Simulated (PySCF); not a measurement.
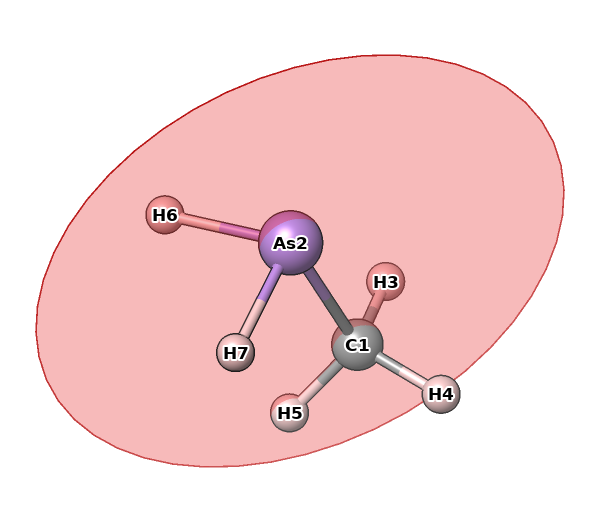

A disc through the centre of mass is drawn in. Depth is shown by fading: the farther an atom, the more it takes the colour of the background. Computed geometry: PBE0-D3(BJ)/def2-SVP optimisation. No frequency run is at hand to confirm it as a minimum.

### Is the plane of the disc a mirror plane of the structure?

Yes. The reflection leaves C1, As2, H5 in place and moves H3 ↔ H4; H6 ↔ H7. The point group is Cs.
